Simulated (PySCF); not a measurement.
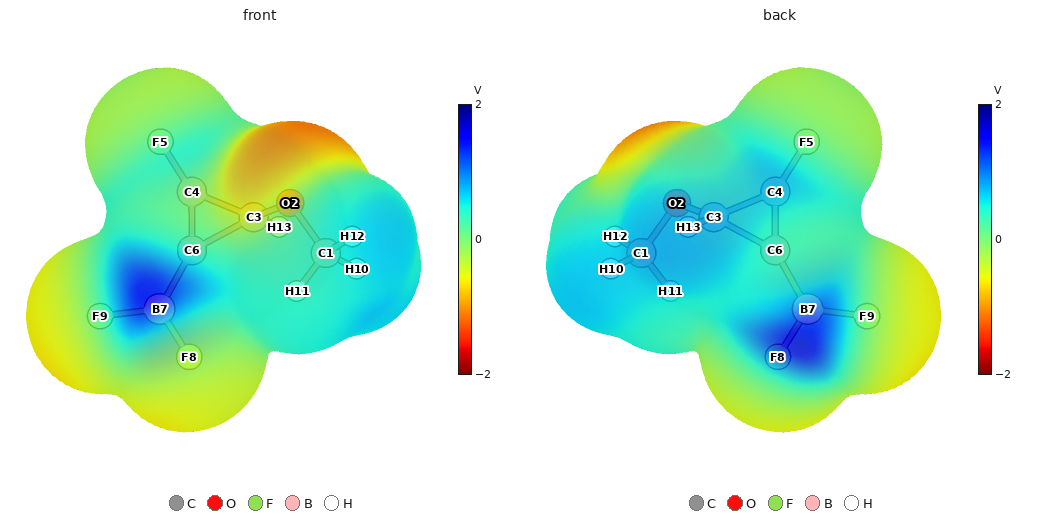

Figure. C4H4BF3O. The molecular electrostatic potential painted on the density surface at 0.001 e/bohr³, seen from the front and from behind; the colour scale runs from red (negative) to blue (positive).

Geometry: GFN2-xTB.

Method: PBE0/pcSseg-1, SCF density, gas phase, non-relativistic in PySCF 2.14.0.

| atom | x (Å) | y (Å) | z (Å) |
| --- | --- | --- | --- |
| C | -1.7995 | 0.6781 | 0.6315 |
| O | -1.2920 | -0.6407 | 0.5503 |
| C | -0.3979 | -0.8134 | -0.4957 |
| C | 0.7808 | -1.6590 | -0.2884 |
| F | 1.1882 | -2.8857 | -0.1137 |
| C | 1.0781 | -0.3792 | -0.3315 |
| B | 2.0657 | 0.7711 | -0.1986 |
| F | 1.6713 | 2.0227 | -0.0742 |
| F | 3.3706 | 0.6003 | -0.2039 |
| H | -2.3401 | 0.9449 | -0.2829 |
| H | -0.9929 | 1.3994 | 0.7946 |
| H | -2.4823 | 0.6887 | 1.4774 |
| H | -0.8543 | -0.7269 | -1.4828 |

Question: Describe the electrostatic potential map.

Answer: The most negative region (about −1.1 V) lies over O2, the most positive (about +1.5 V) over B7. O2 is the likeliest acceptor of a hydrogen bond.

Question: What dipole moment does the calculation give?

Answer: Its dipole moment is 1.64 D.
